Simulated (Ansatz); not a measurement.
**C₃H₈AlN: up Jacob's ladder to CCSD(T)**

How much do the methods differ for C₃H₈AlN? The plan is to run it at one geometry with functionals of several rungs and with coupled cluster. The yardstick is the atomisation energy at the CCSD(T) limit.

Computed with Ansatz 0.2.0, Gaussian basis. Level: functionals in def2-TZVPP, the program's frozen cores in correlated methods.

Plan: PBE-D4, r2SCAN-D4, PBE0-D4, B3LYP-D4, ωB97X-V, ωB97M-V, B2PLYP; CCSD(T)/def2-TZVPP; MP2/def2-QZVPP; extrapolation to the limit.

**1. The relaxed structure**

The geometry comes from an earlier relaxation with PBE0-D4 in a triple-zeta def2 set; it is a stationary point, not always the lowest conformer.

SMILES `C[N]1C[CH2][AlH]1`, 13 atoms, charge 0, spin multiplicity 1.

Atoms are counted from 1 here; the program's logs count them from 0.

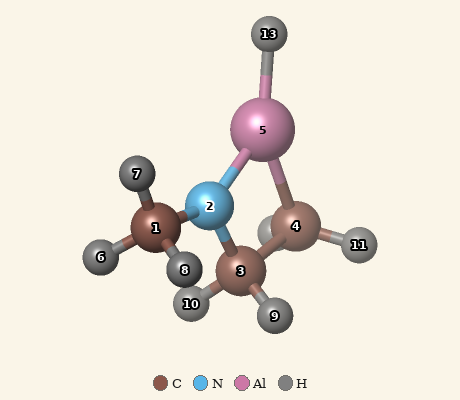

The structure; carbon brown, nitrogen blue, aluminium pink, hydrogen grey; atoms are numbered from 1 in the order of the file.

**2. PBE-D4 (GGA)**

Contents of in.yaml:

```yaml
crystal:
  periodic: [false, false, false]
  atoms:
    - {symbol: C, position_ang: [-1.178220, 1.095460, 1.009550]}
    - {symbol: N, position_ang: [-0.095975, 0.336061, 0.472202]}
    - {symbol: C, position_ang: [-0.320263, -0.383586, -0.788539]}
    - {symbol: C, position_ang: [1.033018, -1.081699, -1.066412]}
    - {symbol: Al, position_ang: [1.575472, -0.220853, 0.605961]}
    - {symbol: H, position_ang: [-1.510238, 1.883814, 0.318179]}
    - {symbol: H, position_ang: [-0.879551, 1.577187, 1.942988]}
    - {symbol: H, position_ang: [-2.054903, 0.466755, 1.223767]}
    - {symbol: H, position_ang: [-1.142157, -1.108031, -0.689021]}
    - {symbol: H, position_ang: [-0.596422, 0.310717, -1.595950]}
    - {symbol: H, position_ang: [0.957742, -2.169377, -1.089470]}
    - {symbol: H, position_ang: [1.501971, -0.754287, -1.994905]}
    - {symbol: H, position_ang: [2.730027, 0.013239, 1.666250]}
basis:
  gaussian: {orbitals: def2-TZVPP}
hamiltonian: {xc: pbe, dispersion: d4}
output: {forces: true, orbitals: {seedname: orbitals}}
```

On the command line:

```
> ansatz run in.yaml --threads 4 --pin off --events-out ev --progress --plain --max-ram 10444MiB
```

Further steps of the session: r2SCAN-D4 (meta-GGA); PBE0-D4 (hybrid); B3LYP-D4 (hybrid); ωB97X-V (range-separated); ωB97M-V (range-separated); B2PLYP (double hybrid); CCSD(T) in def2-TZVPP; MP2 in def2-QZVPP.

**Question.** What will the summary of the whole plan be? Wanted: atomisation energy, CCSD(T)/CBS; farthest; mean size of error, hybrid; mean size of error, range-separated; gap, smallest and largest; T1 diagnostic; triples share of the correlation energy.

As calculated:

| quantity | value |
| --- | --- |
| atomisation energy, CCSD(T)/CBS | 49.956 eV |
| functionals within 0.250 eV (0.5 %) | r2SCAN-D4, B3LYP-D4, ωB97X-V, ωB97M-V |
| farthest | PBE-D4 (+1.059 eV) |
| mean size of error, hybrid | 0.210 eV |
| mean size of error, range-separated | 0.235 eV |
| gap, smallest and largest | 3.80 eV (PBE-D4), 9.87 eV (ωB97X-V) |
| T1 diagnostic | 0.0129 |
| triples share of the correlation energy | 4.0 % |

What this shows: PBE-D4 is off by +1.059 eV. Double hybrids carry the basis error of their MP2 part in triple zeta, and no dispersion term here, so their miss is partly the set-up's. The reference freezes the cores and leaves out relativity and excitations past (T), so misses under about 0.250 eV can't be ranked. Hartree-Fock recovers 73 % of the binding; the rest is correlation. Orbital gaps span 3.8 to 9.9 eV; exact exchange widens them.
